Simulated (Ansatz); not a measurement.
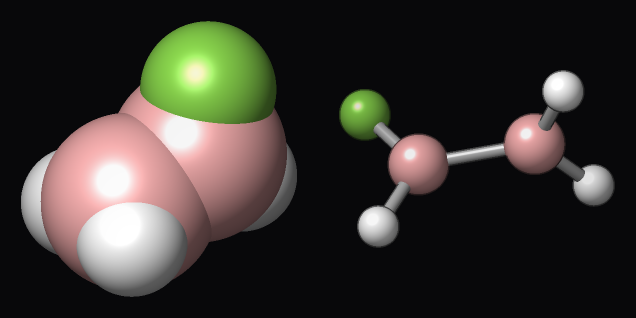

Two views of one molecule. Colours: boron pink, fluorine green, hydrogen white.

The geometry was computed by an optimisation with PBE0-D4/def2-TZVP. No frequency run is at hand to confirm it as a minimum.

Which formula does it have?

Answer. B2FH3, 6 atoms: 2 boron, 1 fluorine and 3 hydrogen.

Give the symmetry (Schoenflies symbol).

Answer. Cs.

How many atoms are distinct by symmetry?

Answer. 5: 1 B, 1 B, 1 F, 2 H, 1 H.

The parts below concern this one geometry. Atoms keep their numbers from picture to picture.

**Geometry**

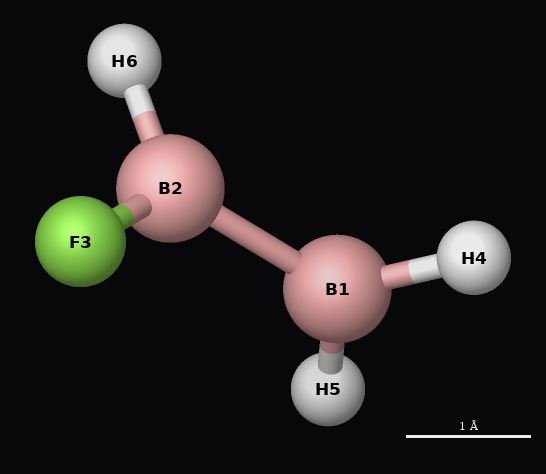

No frequency run is at hand to confirm it as a minimum.

Give the bond lengths.

```
 bond  length (Å)
B1–B2       1.674
B1–H4       1.198
B1–H5       1.198
B2–F3       1.328
B2–H6       1.209
```

**Electronic properties**

No frequency run is at hand to confirm it as a minimum. Properties computed with RKS PBE0-D4/def2-TZVPP (Ansatz 0.2.0).

What is the HOMO energy (Kohn–Sham orbital)?

Answer. −8.30 eV.

Give the HOMO–LUMO gap at this level.

Answer. 6.10 eV.

**Dipole moment**

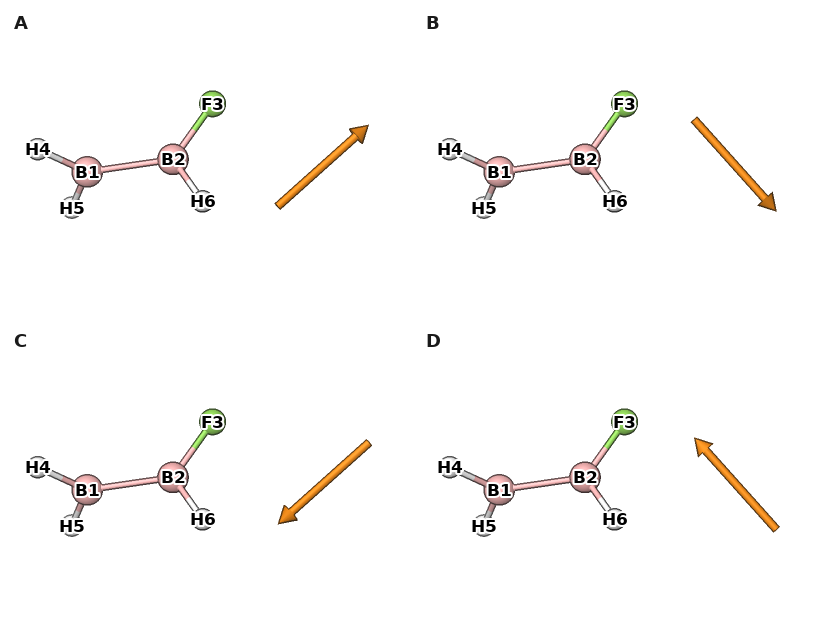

The same molecule four times, each with an arrow. No frequency run is at hand to confirm it as a minimum. Properties computed with RKS PBE0-D4/def2-TZVP (Ansatz 0.2.0).

Which arrow points along the dipole moment, from the negative to the positive end?

Answer. C. The dipole moment is 0.86 D; it points from the side of F3 to the side of H4, H5 (the outermost atoms at the two ends).

**Charges**

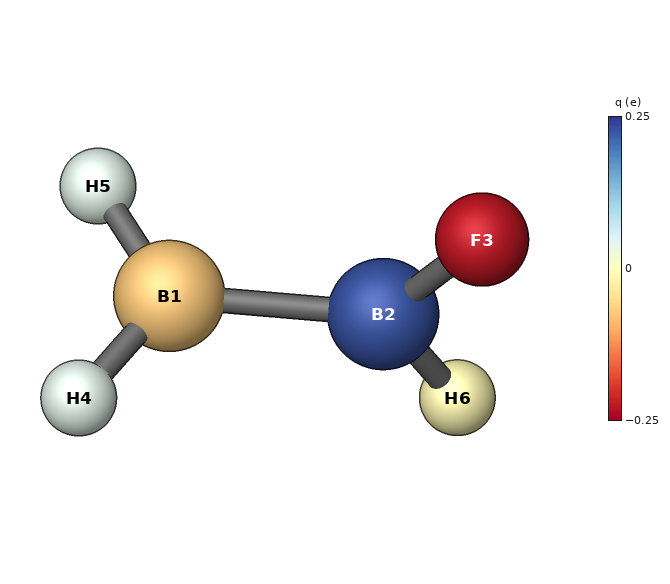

Atoms are coloured by their Mulliken charges. No frequency run is at hand to confirm it as a minimum. Method: RKS PBE0-D4/def2-TZVP (Ansatz 0.2.0).

Give the Mulliken charges atom by atom.

```
atom  value (e)
  B1      −0.07
  B2       0.22
  F3      −0.22
  H4       0.04
  H5       0.04
  H6      −0.01
```

Mulliken values depend strongly on the basis set and can even reverse the polarity of a bond.
